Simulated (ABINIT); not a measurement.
# LiBH4 (F-43m): G0W0 with ABINIT, start to end, part 2 of 3

Wanted: ground state, empty states, screening and self-energy for LiBH4 (F-43m).

ABINIT 10.8.3; PBEsol and many-body steps on it, plane waves. Known limits of the many-body steps: not at the basis limit; coarse k mesh.

So far. Step 2 (Ground state): The gap is indirect, with the least direct gap 0.31 eV higher.

## (3) Bands along the symmetry lines

Level of this step: DFT, PBEsol, plane waves, norm-conserving pseudopotentials (ABINIT).

The cheap functional maps the bands first; the places of the edges decide which points the dearer methods must see.

run.abi

```
acell 3*1.0 Angstrom
rprim 
  0.000000000000 2.855319000000 2.855319000000
  2.855319000000 0.000000000000 2.855319000000
  2.855319000000 2.855319000000 -0.000000000000
ntypat 3
znucl 3 5 1
natom 6
typat 1 2 3 3 3 3
xred 
  0.000000000000 0.000000000000 0.000000000000
  0.500000000000 0.500000000000 0.500000000000
  0.376786667500 0.376786667500 0.376786667500
  0.869639997500 0.376786667500 0.376786667500
  0.376786667500 0.376786667500 0.869639997500
  0.376786667500 0.869639997500 0.376786667500
pp_dirpath "pseudos"
pseudos "Li.upf, B.upf, H.upf"
ecut 34
iscf -2
irdden 1
kptopt 0
nkpt 50
kpt 
  0.00000000 0.00000000 0.00000000
  -0.06250000 -0.06250000 0.00000000
  -0.12500000 -0.12500000 0.00000000
  -0.18750000 -0.18750000 0.00000000
  -0.25000000 -0.25000000 0.00000000
  -0.31250000 -0.31250000 0.00000000
  -0.37500000 -0.37500000 0.00000000
  -0.43750000 -0.43750000 0.00000000
  -0.50000000 -0.50000000 0.00000000
  -0.48437500 -0.48437500 0.03125000
  -0.46875000 -0.46875000 0.06250000
  -0.45312500 -0.45312500 0.09375000
  -0.43750000 -0.43750000 0.12500000
  -0.42187500 -0.42187500 0.15625000
  -0.40625000 -0.40625000 0.18750000
  -0.39062500 -0.39062500 0.21875000
  -0.37500000 -0.37500000 0.25000000
  -0.37500000 0.00000000 0.37500000
  -0.32812500 0.00000000 0.32812500
  -0.28125000 0.00000000 0.28125000
  -0.23437500 0.00000000 0.23437500
  -0.18750000 0.00000000 0.18750000
  -0.14062500 0.00000000 0.14062500
  -0.09375000 0.00000000 0.09375000
  -0.04687500 0.00000000 0.04687500
  0.00000000 0.00000000 0.00000000
  0.00000000 0.00000000 0.06250000
  0.00000000 0.00000000 0.12500000
  0.00000000 0.00000000 0.18750000
  0.00000000 0.00000000 0.25000000
  0.00000000 0.00000000 0.31250000
  0.00000000 0.00000000 0.37500000
  0.00000000 0.00000000 0.43750000
  -0.00000000 0.00000000 0.50000000
  -0.06250000 -0.03125000 0.46875000
  -0.12500000 -0.06250000 0.43750000
  -0.18750000 -0.09375000 0.40625000
  -0.25000000 -0.12500000 0.37500000
  -0.31250000 -0.15625000 0.34375000
  -0.37500000 -0.18750000 0.31250000
  -0.43750000 -0.21875000 0.28125000
  -0.50000000 -0.25000000 0.25000000
  -0.50000000 -0.28125000 0.21875000
  -0.50000000 -0.31250000 0.18750000
  -0.50000000 -0.34375000 0.15625000
  -0.50000000 -0.37500000 0.12500000
  -0.50000000 -0.40625000 0.09375000
  -0.50000000 -0.43750000 0.06250000
  -0.50000000 -0.46875000 0.03125000
  -0.50000000 -0.50000000 0.00000000
istwfk *1
nband 12
nbdbuf 2
tolwfr 1e-08
nstep 40
prtwf 0
prtvol 0
indata_prefix "in"
outdata_prefix "out"
tmpdata_prefix "tmp"
```

Run with:

```sh
OMP_NUM_THREADS=1 mpirun -n 4 abinit run.abi > log
```

Numbers of over 12 decimals in the logs are rounded to 6 here.

Output:

```text
.Version 10.8.3 of ABINIT. v10.8.2 released Aug 2026.

 Symmetries : space group F-4 3 m (#216); Bravais cF (face-center cubic)
[... echo of the input left out ...]
== DATASET  1 ==================================================================
-   mpi_nproc: 4, omp_nthreads: 1 (-1 if OMP is not activated)

--- !DatasetInfo
iteration_state: {dtset: 1, }
dimensions: {natom: 6, nkpt: 50, mband: 12, nsppol: 1, nspinor: 1, nspden: 1, mpw: 3004, }
cutoff_energies: {ecut:  34.0, pawecutdg:  -1.0, }
electrons: {nelect:   1.00000000E+01, charge:   0.00000000E+00, occopt:   1.00000000E+00, tsmear:   1.00000000E-02, }

 Real(R)+Recip(G) space primitive vectors, cartesian coordinates (Bohr,Bohr^-1):
 R(1)=  0.0000000  5.3957709  5.3957709  G(1)= -0.0926652  0.0926652  0.0926652
 R(2)=  5.3957709  0.0000000  5.3957709  G(2)=  0.0926652 -0.0926652  0.0926652
 R(3)=  5.3957709  5.3957709  0.0000000  G(3)=  0.0926652  0.0926652 -0.0926652
 Unit cell volume ucvol=  3.1418866E+02 bohr^3
 Angles (23,13,12)=  6.00000000E+01  6.00000000E+01  6.00000000E+01 degrees

 getcut: wavevector=  0.0000  0.0000  0.0000  ngfft=  45  45  45
         ecut(hartree)=     34.000   => boxcut(ratio)=   2.19674

--- Pseudopotential description ------------------------------------------------
- Li Generated using ONCVPSP code by D. R. Hamann
-  3.00000   3.00000  180301                  znucl, zion, pspdat
12 -116133 1 -1 1944                          pspcod,pspxc,lmax,lloc,mmax
     nproj     2     2
  pspatm : epsatm=    2.60875052
         --- l  ekb(1:nproj) -->
             0   -4.855856   -1.482423
             1   -2.171544   -0.427615
 pspatm: atomic psp has been read  and splines computed

- B Generated using ONCVPSP code by D. R. Hamann
-  5.00000   3.00000  180301                  znucl, zion, pspdat
12 -116133 1 -1 1534                          pspcod,pspxc,lmax,lloc,mmax
     nproj     2     2
  pspatm : epsatm=    3.20154509
         --- l  ekb(1:nproj) -->
             0    8.466603    1.247630
[...]
pspatm: atomic psp has been read  and splines computed

- H Generated using ONCVPSP code by D. R. Hamann
-  1.00000   1.00000  180301                  znucl, zion, pspdat
12 -116133 1 -1 1180                          pspcod,pspxc,lmax,lloc,mmax
     nproj     2     1
  pspatm : epsatm=    0.35585368
         --- l  ekb(1:nproj) -->
[...]
1   -0.494138
 pspatm: atomic psp has been read  and splines computed

--------------------------------------------------------------------------------

================================================================================
 prteigrs : about to open file out_EIG
 Non-SCF case, kpt    1 (  0.00000  0.00000  0.00000), residuals and eigenvalues=
  1.55E-09  9.14E-10  2.12E-09  2.63E-09  4.54E-09  3.80E-09  1.94E-09  4.75E-09
  7.99E-09  7.89E-09  2.89E-09  7.67E-09
[...]
2.01E-09  2.34E-09  4.03E-09  3.22E-09  8.69E-09  7.29E-09  4.56E-09  4.14E-09
  7.44E-09  1.40E-09  6.37E-05  2.33E-07
[...]
Non-SCF case, kpt   49 ( -0.50000 -0.46875  0.03125), residuals and eigenvalues=
[...]
Non-SCF case, kpt   50 ( -0.50000 -0.50000  0.00000), residuals and eigenvalues=
[...]
-1.6750E+00 -2.8561E-01 -2.0120E-01 -1.0646E-01 -1.0646E-01  1.5164E-01
  1.8441E-01  3.3762E-01  3.4702E-01  3.4702E-01  4.6918E-01  4.6918E-01

--- !ResultsGS
iteration_state: {dtset: 1, }
comment   : Summary of ground state results
lattice_vectors:
- [  0.0000000,   5.3957709,   5.3957709, ]
- [  5.3957709,   0.0000000,   5.3957709, ]
- [  5.3957709,   5.3957709,  -0.0000000, ]
lattice_lengths: [   7.63077,    7.63077,    7.63077, ]
lattice_angles: [ 60.000,  60.000,  60.000, ] # degrees, (23, 13, 12)
lattice_volume:   3.1418866E+02
convergence: {deltae:  0.000E+00, res2:  0.000E+00, residm:  9.980E-09, diffor:  0.000E+00, }
etotal    :  -1.24486064E+01
entropy   :   0.00000000E+00
fermie    :  -7.08920318E-02
cartesian_stress_tensor: null
pressure_GPa: null
xred      :
- [  0.0000E+00,   0.0000E+00,   0.0000E+00, Li]
- [  5.0000E-01,   5.0000E-01,   5.0000E-01,  B]
- [  3.7679E-01,   3.7679E-01,   3.7679E-01,  H]
- [  8.6964E-01,   3.7679E-01,   3.7679E-01,  H]
- [  3.7679E-01,   3.7679E-01,   8.6964E-01,  H]
- [  3.7679E-01,   8.6964E-01,   3.7679E-01,  H]
cartesian_forces: null
force_length_stats: {min: null, max: null, mean: null, }

 Integrated electronic density in atomic spheres:
 ------------------------------------------------
 Atom  Sphere_radius  Integrated_density
[...]
================================================================================

 ----iterations are completed or convergence reached----

 Mean square residual over all n,k,spin=   44.308E-10; max=  99.797E-10
 reduced coordinates (array xred) for    6 atoms
[...]
0.376786667500      0.376786667500      0.869639997500
       0.376786667500      0.869639997500      0.376786667500

 cartesian coordinates (angstrom) at end:
[...]
length scales=  1.889726125908  1.889726125908  1.889726125908 bohr
              =  1.000000000000  1.000000000000  1.000000000000 angstroms
 prteigrs : about to open file out_EIG
 Eigenvalues (hartree) for nkpt=  50  k points:
 kpt#   1, nband= 12, wtk=  1.00000, kpt=  0.0000  0.0000  0.0000 (reduced coord)
[...]
kpt#   2, nband= 12, wtk=  1.00000, kpt= -0.0625 -0.0625  0.0000 (reduced coord)
[...]
kpt#   3, nband= 12, wtk=  1.00000, kpt= -0.1250 -0.1250  0.0000 (reduced coord)
[...]
kpt#  49, nband= 12, wtk=  1.00000, kpt= -0.5000 -0.4687  0.0313 (reduced coord)
  -1.67500   -0.28561   -0.20100   -0.10702   -0.10650    0.15319    0.18539    0.33319
   0.34451    0.35032    0.46809    0.46865
 kpt#  50, nband= 12, wtk=  1.00000, kpt= -0.5000 -0.5000  0.0000 (reduced coord)
  -1.67499   -0.28561   -0.20120   -0.10646   -0.10646    0.15164    0.18441    0.33762
   0.34702    0.34702    0.46918    0.46918

== END DATASET(S) ==============================================================
================================================================================

 -outvars: echo values of variables after computation  --------
            nband          12
             nkpt          50
          spgroup         216
 [... the other variables as echoed above ...]

 Calculation completed.
```

It took 7.7 s on 4 MPI ranks of Arm Neoverse V2, shared host; peak memory 0.29 GiB; 30 s of CPU time.

Numbers from this step:

```yaml
gap: 5.992 eV
k_of_the_valence_top: 0, 0, 0
k_of_the_conduction_bottom: 0, 0, 0.5
least_direct_gap: 6.297 eV
```

The gap is 5.992 eV, as in the run before at this level.

Electronic bands along the path, in eV, zero at the top of the highest filled band; v1 is the highest filled band, c1 the lowest empty one:

```tsv
point	v4	v3	v2	v1	c1	c2	c3	c4
Γ	-7.80	0.00	0.00	0.00	7.22	8.80	8.80	8.80
X	-5.84	-3.55	-0.97	-0.97	6.06	6.95	11.12	11.37
U	-5.92	-3.36	-1.37	-0.76	6.68	7.99	9.85	10.32
jump to K	-5.92	-3.36	-1.37	-0.76	6.68	7.99	9.85	10.32
Γ	-7.80	0.00	0.00	0.00	7.22	8.80	8.80	8.80
L	-6.53	-3.12	-0.30	-0.30	5.99	8.35	8.35	10.87
W	-5.85	-3.38	-1.37	-0.99	7.74	8.11	8.97	9.32
X	-5.84	-3.55	-0.97	-0.97	6.06	6.95	11.12	11.37
```

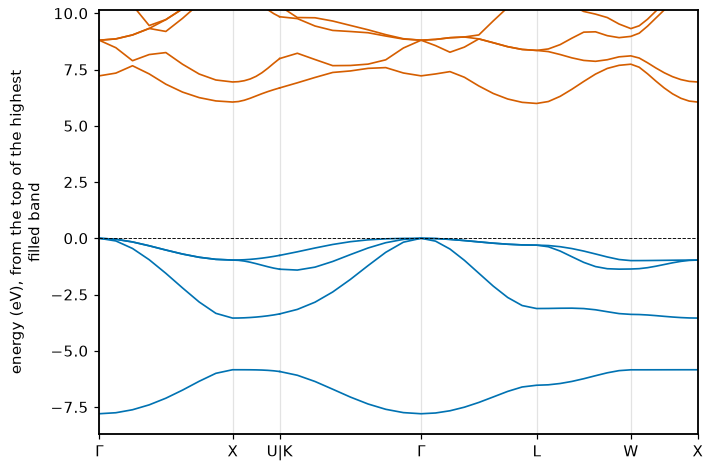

Electronic bands along the path; lines of filled and empty bands in two colours.

## (4) Empty states on the mesh, 4×4×4 mesh, 44 bands

The sums over transitions need many empty states on a uniform mesh; this step solves for them.

run.abi

```
acell 3*1.0 Angstrom
rprim 
  0.000000000000 2.855319000000 2.855319000000
  2.855319000000 0.000000000000 2.855319000000
  2.855319000000 2.855319000000 -0.000000000000
ntypat 3
znucl 3 5 1
natom 6
typat 1 2 3 3 3 3
xred 
  0.000000000000 0.000000000000 0.000000000000
  0.500000000000 0.500000000000 0.500000000000
  0.376786667500 0.376786667500 0.376786667500
  0.869639997500 0.376786667500 0.376786667500
  0.376786667500 0.376786667500 0.869639997500
  0.376786667500 0.869639997500 0.376786667500
pp_dirpath "pseudos"
pseudos "Li.upf, B.upf, H.upf"
ecut 34
ngkpt 4 4 4
nshiftk 1
shiftk 0 0 0
kptopt 1
chksymbreak 0
iscf -2
irdden 1
istwfk *1
nband 44
nbdbuf 4
tolwfr 1e-09
nstep 60
prtvol 0
indata_prefix "in"
outdata_prefix "out"
tmpdata_prefix "tmp"
```

Output:

```text
.Version 10.8.3 of ABINIT. v10.8.2 released Aug 2026.

 Symmetries : space group F-4 3 m (#216); Bravais cF (face-center cubic)
[... echo of the input left out ...]
== DATASET  1 ==================================================================
-   mpi_nproc: 4, omp_nthreads: 1 (-1 if OMP is not activated)

--- !DatasetInfo
iteration_state: {dtset: 1, }
dimensions: {natom: 6, nkpt: 8, mband: 44, nsppol: 1, nspinor: 1, nspden: 1, mpw: 2996, }
cutoff_energies: {ecut:  34.0, pawecutdg:  -1.0, }
electrons: {nelect:   1.00000000E+01, charge:   0.00000000E+00, occopt:   1.00000000E+00, tsmear:   1.00000000E-02, }

 Real(R)+Recip(G) space primitive vectors, cartesian coordinates (Bohr,Bohr^-1):
 R(1)=  0.0000000  5.3957709  5.3957709  G(1)= -0.0926652  0.0926652  0.0926652
 R(2)=  5.3957709  0.0000000  5.3957709  G(2)=  0.0926652 -0.0926652  0.0926652
 R(3)=  5.3957709  5.3957709  0.0000000  G(3)=  0.0926652  0.0926652 -0.0926652
 Unit cell volume ucvol=  3.1418866E+02 bohr^3
 Angles (23,13,12)=  6.00000000E+01  6.00000000E+01  6.00000000E+01 degrees

 getcut: wavevector=  0.0000  0.0000  0.0000  ngfft=  45  45  45
         ecut(hartree)=     34.000   => boxcut(ratio)=   2.19674

--- Pseudopotential description ------------------------------------------------
- Li Generated using ONCVPSP code by D. R. Hamann
-  3.00000   3.00000  180301                  znucl, zion, pspdat
12 -116133 1 -1 1944                          pspcod,pspxc,lmax,lloc,mmax
     nproj     2     2
  pspatm : epsatm=    2.60875052
         --- l  ekb(1:nproj) -->
             0   -4.855856   -1.482423
             1   -2.171544   -0.427615
 pspatm: atomic psp has been read  and splines computed

- B Generated using ONCVPSP code by D. R. Hamann
-  5.00000   3.00000  180301                  znucl, zion, pspdat
12 -116133 1 -1 1534                          pspcod,pspxc,lmax,lloc,mmax
     nproj     2     2
  pspatm : epsatm=    3.20154509
         --- l  ekb(1:nproj) -->
             0    8.466603    1.247630
[...]
pspatm: atomic psp has been read  and splines computed

- H Generated using ONCVPSP code by D. R. Hamann
-  1.00000   1.00000  180301                  znucl, zion, pspdat
12 -116133 1 -1 1180                          pspcod,pspxc,lmax,lloc,mmax
     nproj     2     1
  pspatm : epsatm=    0.35585368
         --- l  ekb(1:nproj) -->
[...]
1   -0.494138
 pspatm: atomic psp has been read  and splines computed

--------------------------------------------------------------------------------

================================================================================
 prteigrs : about to open file out_EIG
 Non-SCF case, kpt    1 (  0.00000  0.00000  0.00000), residuals and eigenvalues=
  6.19E-11  6.52E-10  7.12E-11  1.16E-10  7.31E-10  3.79E-10  1.04E-10  2.74E-10
  5.03E-10  1.74E-10  1.30E-10  3.37E-10  5.34E-10  1.21E-10  2.36E-10  4.77E-10
  8.25E-11  3.61E-10  9.53E-10  8.32E-11  2.59E-10  5.47E-10  9.37E-11  2.45E-10
[...]
3.58E-07  2.63E-06  4.78E-06  6.42E-05
 -1.6750E+00 -3.5746E-01 -7.0892E-02 -7.0892E-02 -7.0892E-02  1.9439E-01
  2.5260E-01  2.5260E-01  2.5260E-01  3.2405E-01  3.8658E-01  3.8658E-01
  3.8658E-01  4.5468E-01  4.5468E-01  6.8373E-01  7.9495E-01  7.9495E-01
  7.9495E-01  9.7127E-01  9.7127E-01  9.7127E-01  1.1172E+00  1.1172E+00
  1.1172E+00  1.1513E+00  1.1513E+00  1.1857E+00  1.1967E+00  1.1967E+00
  1.1967E+00  1.4047E+00  1.4603E+00  1.4603E+00  1.5149E+00  1.5149E+00
  1.5149E+00  1.5581E+00  1.5581E+00  1.5581E+00  1.6289E+00  1.6289E+00
  1.6289E+00  1.6725E+00
 prteigrs : prtvol=0 or 1, do not print more k-points.

--- !ResultsGS
iteration_state: {dtset: 1, }
comment   : Summary of ground state results
lattice_vectors:
- [  0.0000000,   5.3957709,   5.3957709, ]
- [  5.3957709,   0.0000000,   5.3957709, ]
- [  5.3957709,   5.3957709,  -0.0000000, ]
lattice_lengths: [   7.63077,    7.63077,    7.63077, ]
lattice_angles: [ 60.000,  60.000,  60.000, ] # degrees, (23, 13, 12)
lattice_volume:   3.1418866E+02
convergence: {deltae:  0.000E+00, res2:  0.000E+00, residm:  9.899E-10, diffor:  0.000E+00, }
etotal    :  -1.24486064E+01
entropy   :   0.00000000E+00
fermie    :  -7.08920318E-02
cartesian_stress_tensor: null
pressure_GPa: null
xred      :
- [  0.0000E+00,   0.0000E+00,   0.0000E+00, Li]
- [  5.0000E-01,   5.0000E-01,   5.0000E-01,  B]
- [  3.7679E-01,   3.7679E-01,   3.7679E-01,  H]
- [  8.6964E-01,   3.7679E-01,   3.7679E-01,  H]
- [  3.7679E-01,   3.7679E-01,   8.6964E-01,  H]
- [  3.7679E-01,   8.6964E-01,   3.7679E-01,  H]
cartesian_forces: null
force_length_stats: {min: null, max: null, mean: null, }

 Integrated electronic density in atomic spheres:
 ------------------------------------------------
 Atom  Sphere_radius  Integrated_density
[...]
================================================================================

 ----iterations are completed or convergence reached----

 Mean square residual over all n,k,spin=   38.958E-11; max=  98.991E-11
 reduced coordinates (array xred) for    6 atoms
[...]
0.376786667500      0.376786667500      0.869639997500
       0.376786667500      0.869639997500      0.376786667500

 cartesian coordinates (angstrom) at end:
    1      0.000000     0.000000     0.000000
    2      2.855319     2.855319     2.855319
[...]
6      3.558946     2.151692     3.558946
 length scales=  1.889726125908  1.889726125908  1.889726125908 bohr
              =  1.000000000000  1.000000000000  1.000000000000 angstroms
 prteigrs : about to open file out_EIG
 Eigenvalues (hartree) for nkpt=   8  k points:
 kpt#   1, nband= 44, wtk=  0.01563, kpt=  0.0000  0.0000  0.0000 (reduced coord)
[...]
1.11721    1.15130    1.15130    1.18568    1.19669    1.19669    1.19669    1.40468
   1.46027    1.46027    1.51494    1.51494    1.51494    1.55810    1.55810    1.55810
   1.62888    1.62888    1.62889    1.67246
 prteigrs : prtvol=0 or 1, do not print more k-points.

== END DATASET(S) ==============================================================
================================================================================

 -outvars: echo values of variables after computation  --------
            nband          44
             nkpt           8
          spgroup         216
 [... the other variables as echoed above ...]

 Calculation completed.
```

It took 6.5 s on 4 MPI ranks; peak memory 0.28 GiB; 26 s of CPU time.

This step gave:

```yaml
gap: 5.992 eV
k_of_the_valence_top: 0, 0, 0
k_of_the_conduction_bottom: 0.5, 0, 0
least_direct_gap: 6.297 eV
k_points_computed: 8
lowest_point_of_the_top_converged_band_above_the_valence_top: 42.99 eV
```

On this mesh the gap is 5.992 eV.

## (5) Screening, 4×4×4 mesh, 40 bands, screening to 108.8 eV

The RPA dielectric matrix is built and inverted for each q.

This step: RPA screening on PBEsol, plane waves, norm-conserving pseudopotentials.

run.abi, as its differences from that of step 4:

```diff
@@ -24,10 +24,11 @@
 chksymbreak 0
-iscf -2
-irdden 1
 istwfk *1
-nband 44
-nbdbuf 4
-tolwfr 1e-09
-nstep 60
-prtvol 0
+occopt 1
+irdwfk 1
+optdriver 3
+nband 40
+ecuteps 4
+inclvkb 2
+awtr 1
+symchi 1
 indata_prefix "in"
```

Output:

```text
.Version 10.8.3 of ABINIT. v10.8.2 released Aug 2026.

 Symmetries : space group F-4 3 m (#216); Bravais cF (face-center cubic)
[... echo of the input left out ...]
== DATASET  1 ==================================================================
-   mpi_nproc: 4, omp_nthreads: 1 (-1 if OMP is not activated)

--- !DatasetInfo
iteration_state: {dtset: 1, }
dimensions: {natom: 6, nkpt: 8, mband: 40, nsppol: 1, nspinor: 1, nspden: 1, mpw: 2996, }
cutoff_energies: {ecut:  34.0, pawecutdg:  -1.0, }
electrons: {nelect:   1.00000000E+01, charge:   0.00000000E+00, occopt:   1.00000000E+00, tsmear:   1.00000000E-02, }

 SCREENING: Calculation of the susceptibility and dielectric matrices

 Based on a program developped by R.W. Godby, V. Olevano, G. Onida, and L. Reining.
 Incorporated in ABINIT by V. Olevano, G.-M. Rignanese, and M. Torrent.
.Using double precision arithmetic ; gwpc =  8

[... cell and pseudopotentials left out ...]
--------------------------------------------------------------------------------

 ==== K-mesh for the wavefunctions ====
 Number of points in the irreducible wedge :     8
[... list of points left out ...]
 Together with 24 symmetry operations and time-reversal symmetry
 yields    64 points in the full Brillouin Zone.

 ==== Q-mesh for the screening function ====
 Number of points in the irreducible wedge :     8
[... list of points left out ...]
 Together with 24 symmetry operations and time-reversal symmetry
 yields    64 points in the full Brillouin Zone.

 setmesh: FFT mesh size selected  =    27x   27x   27
          total number of points  =        19683

 vcoul_init : cutoff-mode = AUXILIARY_FUNCTION
 q-points for optical limit:   1
     1)      0.000010    0.000020    0.000030

- screening: taking advantage of time-reversal symmetry
- Maximum band index for partially occupied states nbvw = 5
- Remaining bands to be divided among processors   nbcw = 35
- Number of bands treated by each node ~8

 Number of electrons calculated from density =   10.0000; Expected =   10.0000
 average of density, n =  0.031828
 r_s =    1.9575
 omega_plasma =   17.2092 [eV]

 calculating chi0 at frequencies [eV] :
  1    0.000000E+00    0.000000E+00
  2    0.000000E+00    1.720919E+01

--------------------------------------------------------------------------------
  q-point number  1        q = ( 0.000000, 0.000000, 0.000000) [r.l.u.]
--------------------------------------------------------------------------------
[... chi0 elements left out ...]
 For q-point:  0.000010 0.000020 0.000030
  dielectric constant =   2.8983
  dielectric constant without local fields =   3.2660

  Average fulfillment of the sum rule on Im[epsilon] for q-point    1 :     63.16  [%]
[... wings left out ...]
  q-point number  2        q = ( 0.250000, 0.000000, 0.000000) [r.l.u.]
--------------------------------------------------------------------------------
[... chi0 elements left out ...]
  Average fulfillment of the sum rule on Im[epsilon] for q-point    2 :     79.16  [%]

 [... 6 further q-points ...]
```

Run time: 4.4 s. Hardware: 4 MPI ranks; peak memory 0.47 GiB; 17 s of CPU time.

This step gave:

```yaml
eps_infinity_with_local_fields_on_this_mesh_along_the_program_s_q_direction: 2.898
the_same_without_local_fields: 3.266
plasma_frequency: 17.21 eV
plane_waves_in_the_screening_matrix: 113
```

Local fields lower ε∞ by 11 %. On a Γ-centred mesh this coarse the value itself is usually too large, while a short band sum pulls it down.

(Part 2 of 3 ends here.)

[Paths, hosts, dates, memory and timing lines, banners, echoed tables and standing remarks are left out of the program output.]

[Logs are printed without paths, hosts, clocks, repeated set-up lines and the standing remarks that a program may print on its own settings, such as how far it seeks lower states.]

[Runs of the session that timed out or met a known fault of the program may be left out.]

[Hosts, paths, dates, database ids (printed as entryN), source tags and the programs' standing remarks are cut or masked in the printed files.]

[G0W0 gaps are taken among the corrected bands and points alone; a level outside them can change the order at an edge.]

[Where Ansatz stands beside ABINIT at settings called matched, ABINIT's density can come from a denser mesh and the files from another edition; pairs whose starting gaps differed by over 0.03 eV were left out, so agreement reads better than it is.]
